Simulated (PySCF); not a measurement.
**C₄H₁₂OSi (SMILES CO[Si](C)(C)C): density, localisation and related maps**

```xyz
18

C    -1.2589   -1.3491   -0.0548
Si   -0.2613    0.2409   -0.1158
C    -1.0501    1.4880   -1.2591
C    -0.0632    0.9404    1.6153
O     1.2504   -0.0627   -0.7791
C     2.1688   -0.9825   -0.2753
H    -2.2811   -1.1544    0.3077
H    -1.3358   -1.8042   -1.0548
H    -0.8056   -2.0908    0.6220
H    -1.1479    1.0762   -2.2754
H    -2.0534    1.7733   -0.9061
H    -0.4365    2.4000   -1.3223
H     0.4194    0.2191    2.2941
H    -1.0424    1.1982    2.0502
H     0.5522    1.8537    1.5993
H     2.4937   -0.7363    0.7540
H     1.7696   -2.0149   -0.2614
H     3.0663   -0.9831   -0.9143
```

Geometry: PBE0-D3(BJ)/def2-SVP.

These are results of PBE0/pcSseg-1, SCF density, gas phase, non-relativistic (PySCF 2.14.0), not measurements.

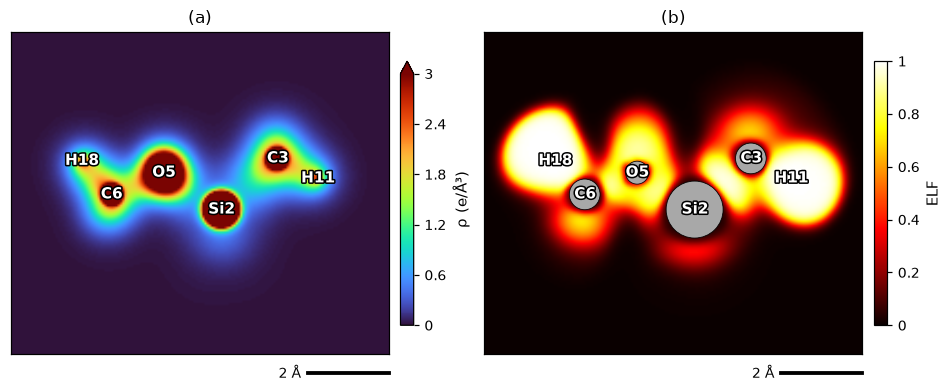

Figure 1. (a) electron density; (b) electron localisation function on the plane of atoms Si2, C3 and H11. Grey discs cover the atomic cores in the ELF map.

Interpret the plot.

The section cuts through Si, C, O and H sites.
C–O (1.39 Å): ρ is about 2.1 e/Å³ halfway, with its minimum of 1.8 e/Å³ about 0.5 Å from C; the ELF peaks at about 0.90 between the atoms (a shared but strongly polarised pair).
Si–O (1.68 Å): ρ at the midpoint is about 1 e/Å³; the ELF peaks at about 0.85 between the atoms; a shared but strongly polarised pair.
C–Si (1.87 Å): the density is about 0.98 e/Å³ at the midpoint; the ELF peaks at about 0.95 between the atoms, as expected for localised, covalent bonding.
C–H (1.10 Å): ρ at the midpoint is about 1.9 e/Å³; the ELF climbs to about 1 towards the hydrogen, as it does in any bond to H; a covalent bond by its length.
The ELF also peaks beside O5, away from the bonds: lone-pair regions.

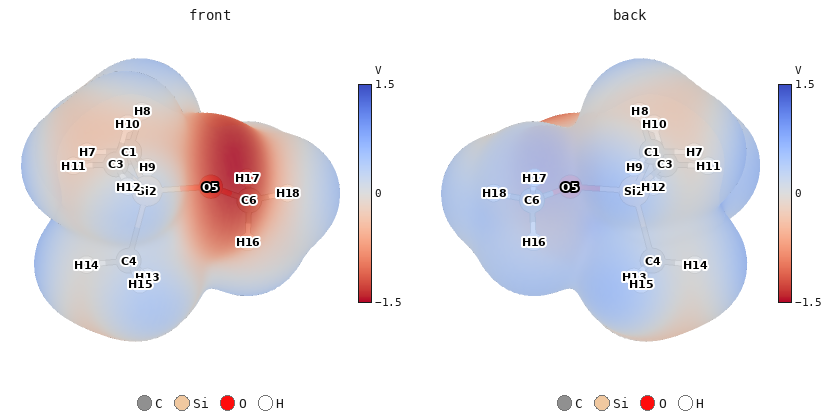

Figure 2. The molecular electrostatic potential painted on the density surface at 0.001 e/bohr³, seen from the front and from behind; the colour scale runs from red (negative) to blue (positive).

Describe the electrostatic potential map.

The most negative region (about −1.4 V, or −32 kcal/mol for a unit charge) lies over O5, the most positive (about +0.5 V, or +12 kcal/mol for a unit charge) over the C, H and Si atoms. O5 is the likeliest acceptor of a hydrogen bond.

What dipole moment does the calculation give?

Its dipole moment is 1.16 D.
